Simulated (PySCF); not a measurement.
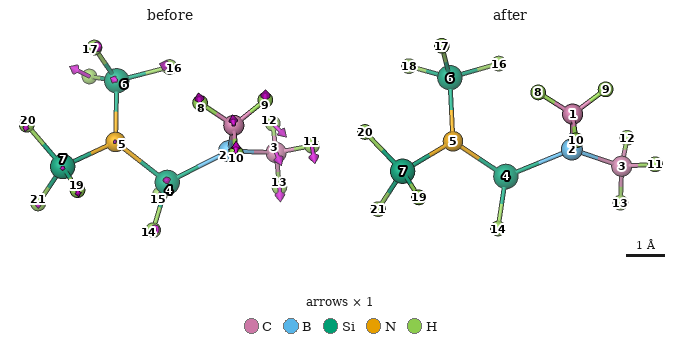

The structure of C2H14BNSi3 before (left) and after (right) a relaxation, at one scale. The purple arrows give the displacements, at their true length.

A ball-and-stick model, seen face on.

The start comes from GFN2-xTB. Its atoms were then displaced at random by about 0.01 Å.

Theory: PBE0-D3(BJ)/def2-SVP geometry optimisation, gas phase in PySCF 2.14.0, density-fitted response routines. 

Describe what moved and what it gained.

H18 moves most after the best rigid fit: 0.75 Å. By element the largest moves are H 0.75 Å, C 0.45 Å, Si 0.25 Å, B 0.09 Å, N 0.09 Å. Near-neighbour distances that change, for instance: B2–Si4 1.929 → 2.031 Å, C3–H12 1.073 → 1.111 Å, Si6–H18 1.463 → 1.496 Å, Si6–H16 1.470 → 1.498 Å. Bond angles that change, for instance: B2–Si4–H14 117.1° → 108.9°, B2–C1–H10 110.6° → 103.7°, B2–Si4–H15 118.9° → 112.1°. Groups turn about B2–Si4 by about 25°. Over 14 geometry steps the energy falls by 7.88 kcal/mol. The run took 5.3 min on 1 thread of Arm Neoverse V1, with other jobs on the host.
